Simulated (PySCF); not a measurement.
# CF2 (SMILES F[C]F): PBE0/STO-6G

Aim: the energy change on altering one bond length of CF2 at PBE0/STO-6G, from 2 runs. Input form: a Python script.

The results are computed with PySCF 2.14.0.

8 further runs of the same task are left out: 8 set aside as unsound or not needed.

## Step 1: The molecule

The species is CF2 (3 atoms), meant as a singlet with charge 0. SMILES: `F[C]F`. Geometry: relaxed at GFN2-xTB.

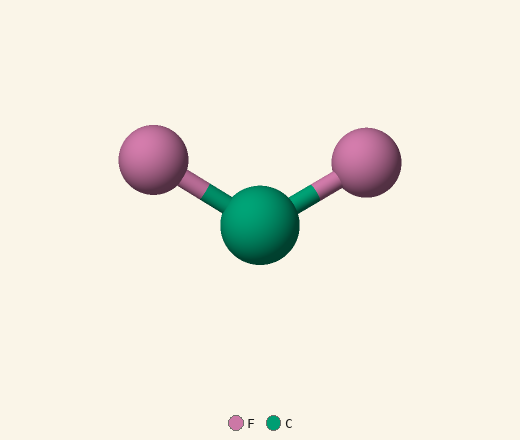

Viewed from a chosen angle; fluorine pink, carbon teal.

## Step 2: The energy at PBE0/STO-6G

Contents of input.py:

```python
from pyscf import gto, dft

system = gto.Mole()
system.atom = '''
F      0.396940     1.032800     0.332770
C      0.326820    -0.272180     0.149730
F     -0.723760    -0.760620    -0.482500
'''
system.max_memory = 1860
system.charge = 0
system.verbose = 3
system.basis = 'sto-6g'
system.build()

ks = dft.RKS(system, xc='pbe0')
ks.conv_tol = 1e-10
ks.grids.level = 5
ks.kernel()
if not ks.converged:
    ks = ks.newton().run(ks.mo_coeff, ks.mo_occ)

etot = ks.e_tot
print(f'total energy: {etot:.8f} hartree')
```

On the command line:

```sh
$ OMP_NUM_THREADS=1 python input.py
```

Output:

```text
converged SCF energy = -236.353707768413
total energy: -236.35370777 hartree
```

It took 1.6 s on 1 thread of Arm Neoverse V2, shared host; peak memory 0.18 GiB.

## Step 3: The distorted shape

Contents of start.xyz:

```xyz
3

F      0.607039     1.130480     0.459206
C      0.536919    -0.174500     0.276166
F     -0.723760    -0.760620    -0.482500
```

Contents of input.py:

```python
from pyscf import gto, dft

mol = gto.Mole()
mol.atom = 'start.xyz'
mol.verbose = 3
mol.max_memory = 1860
mol.charge = 0
mol.basis = 'sto-6g'
mol.spin = 0
mol.build()

myscf = dft.RKS(mol, xc='pbe0')
myscf.conv_tol = 1e-10
myscf.grids.level = 5
myscf.kernel()
if not myscf.converged:
    myscf = myscf.newton().run(myscf.mo_coeff, myscf.mo_occ)

energy = myscf.e_tot
print('E = %.10f Eh' % energy)
```

On the command line:

```sh
$ OMP_NUM_THREADS=1 python input.py
```

Output:

```text
converged SCF energy = -236.323190385133
E = -236.3231903851 Eh
```

Run time: 1.9 s. Hardware: 1 thread of Arm Neoverse V2, shared host; peak memory 0.18 GiB.

## Step 4: What came out

Level: PBE0/STO-6G.

```
                                                         quantity          value
                                        first shape: total energy  -236.35371 Eh
                                       first shape: dipole moment         1.38 D
                                         first shape: HOMO energy       -3.57 eV
                                         first shape: LUMO energy        1.70 eV
                                       first shape: HOMO–LUMO gap        5.28 eV
                                    distorted shape: total energy  -236.32319 Eh
                                   distorted shape: dipole moment         1.30 D
                                     distorted shape: HOMO energy       -4.31 eV
                                     distorted shape: LUMO energy        0.77 eV
                                   distorted shape: HOMO–LUMO gap        5.08 eV
energy change with the C2–F3 bond stretched from 1.320 to 1.584 Å       0.830 eV
```

In words: With the C2–F3 bond stretched from 1.320 to 1.584 Å the energy rises by 0.83 eV (80.1 kJ/mol). The first shape isn't relaxed at this level, so the change isn't measured from a minimum. The minimal basis adds a large error of its own. Mulliken charges (distorted shape) run from -0.09 on F3 to +0.11 on C2.
